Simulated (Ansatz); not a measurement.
# HF/def2-SVP (core potential) run of SnGeH6 (SMILES [GeH3][SnH3])

What is the energy change on altering one bond length of SnGeH6 at HF/def2-SVP (core potential)? 

Program for the calculation: Ansatz 0.2.0.

41 further runs of the same task are left out: 41 set aside as unsound or not needed.

**1. Starting point**

SnGeH6 has 8 atoms, charge 0, and is taken as a singlet. SMILES: `[GeH3][SnH3]`. The coordinates come from a PBE0-D4/def2-TZVP relaxation.

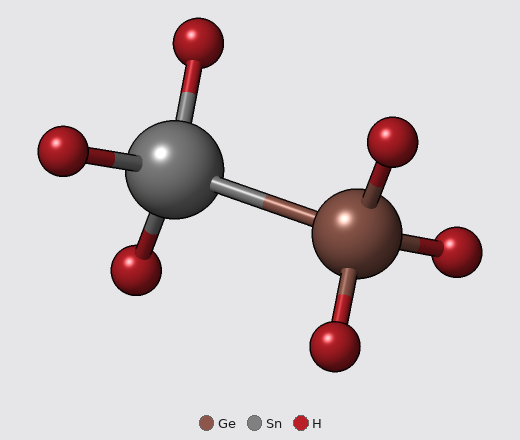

Viewed from a chosen angle; germanium brown, tin grey, hydrogen red.

**2. The energy at HF/def2-SVP (core potential)**

File job.yaml:

```yaml
crystal:
  periodic: [false, false, false]
  atoms:
    - {symbol: Ge, position_ang: [-0.754100, 0.285800, -1.041300]}
    - {symbol: Sn, position_ang: [0.751500, -0.290300, 0.992300]}
    - {symbol: H, position_ang: [-1.830800, 1.307300, -0.639500]}
    - {symbol: H, position_ang: [-1.453400, -0.978600, -1.567000]}
    - {symbol: H, position_ang: [0.087500, 0.886500, -2.179300]}
    - {symbol: H, position_ang: [-0.187600, -0.932800, 2.265200]}
    - {symbol: H, position_ang: [1.931000, -1.444200, 0.553800]}
    - {symbol: H, position_ang: [1.547900, 1.109100, 1.560100]}
basis:
  gaussian:
    orbitals: def2-SVP
accuracy: high
hamiltonian:
  xc: hf
output: {orbitals: {seedname: orbitals}}
```

Started as:

```bash
ansatz run job.yaml --threads 1 --pin off --max-ram 3480MiB --events-out events.jsonl --progress --plain --runs-dir runs
```

Log:

```text
Warning: RAYON_NUM_THREADS=1 ignored (pool sized by the plan → 1); use --threads N
Functional definition: HF
  name "HF"
  exchange = exact_x
  correlation = 0
2024 factors; integrals over basis functions are off by at most 1.1e-8 eV
mean field evaluation 1: about -62365.3287 eV, gradient 1.2e1 eV
mean field evaluation 2: about -62365.3764 eV, gradient 1.2e1 eV
mean field evaluation 4: about -62366.2000 eV, gradient 1.9e0 eV
mean field evaluation 8: about -62366.2067 eV, gradient 2.7e-4 eV
mean field -62366.20674724 eV, -2291.9158246279 hartree, gradient 3.1e-8 eV, S^2 0.000000; 0 other end points of the search recorded, 0 dependent functions left out
reference -62366.20674724 eV, -2291.9158246279 hartree; 30, 30 occupied and 58, 58 virtual orbitals, 2024 factors
Total energy: -62366.20674724 eV, -2291.9158246279 hartree
```

Run time: 2.5 s. Hardware: 1 thread of Arm Neoverse V2, shared host; peak memory 0.27 GiB.

**3. The distorted shape at the same level**

File molecule.yaml:

```yaml
crystal:
  periodic: [false, false, false]
  atoms:
    - symbol: Ge
      position_ang: [-1.006600, 0.105576, -0.699873]
    - symbol: Sn
      position_ang: [0.499000, -0.470524, 1.333727]
    - symbol: H
      position_ang: [-2.083300, 1.127076, -0.298073]
    - symbol: H
      position_ang: [-1.705900, -1.158824, -1.225573]
    - symbol: H
      position_ang: [0.087500, 0.886500, -2.179300]
    - symbol: H
      position_ang: [-0.440100, -1.113024, 2.606627]
    - symbol: H
      position_ang: [1.678500, -1.624424, 0.895227]
    - symbol: H
      position_ang: [1.295400, 0.928876, 1.901527]
basis:
  gaussian:
    orbitals: def2-SVP
hamiltonian:
  xc: hf
accuracy: high
output: {orbitals: {seedname: orbitals}}
```

Started as:

```bash
ansatz run molecule.yaml --threads 1 --pin off --max-ram 3480MiB --events-out events.jsonl --progress --plain --runs-dir runs
```

Log:

```text
Warning: RAYON_NUM_THREADS=1 ignored (pool sized by the plan → 1); use --threads N
[... 4 set-up lines as earlier in the session ...]
2013 factors; integrals over basis functions are off by at most 9.2e-9 eV
mean field evaluation 1: about -62364.2350 eV, gradient 1.2e1 eV
mean field evaluation 2: about -62364.2807 eV, gradient 1.2e1 eV
mean field evaluation 4: about -62365.1143 eV, gradient 2.1e0 eV
mean field evaluation 8: about -62365.1225 eV, gradient 3.1e-4 eV
mean field -62365.12247071 eV, -2291.8759782003 hartree, gradient 3.7e-8 eV, S^2 0.000000; 0 other end points of the search recorded, 0 dependent functions left out
reference -62365.12247071 eV, -2291.8759782003 hartree; 30, 30 occupied and 58, 58 virtual orbitals, 2013 factors
Total energy: -62365.12247071 eV, -2291.8759782003 hartree
```

Run time: 2.5 s. Hardware: 1 thread of Arm Neoverse V2, shared host; peak memory 0.27 GiB.

**4. What came out**

Level: HF/def2-SVP (core potential).

```
                                                          quantity           value
                                         first shape: total energy  -2291.91582 Eh
                                          first shape: HOMO energy       -10.28 eV
                                          first shape: LUMO energy         3.28 eV
                                        first shape: HOMO–LUMO gap        13.56 eV
                                     distorted shape: total energy  -2291.87598 Eh
                                      distorted shape: HOMO energy       -10.26 eV
                                      distorted shape: LUMO energy         2.26 eV
                                    distorted shape: HOMO–LUMO gap        12.52 eV
energy change with the Ge1–H5 bond stretched from 1.538 to 1.999 Å        1.084 eV
```

**Reading.** With the Ge1–H5 bond stretched from 1.538 to 1.999 Å the energy rises by 1.08 eV (25 kcal/mol). The first shape isn't relaxed at this level, so the change isn't measured from a minimum.
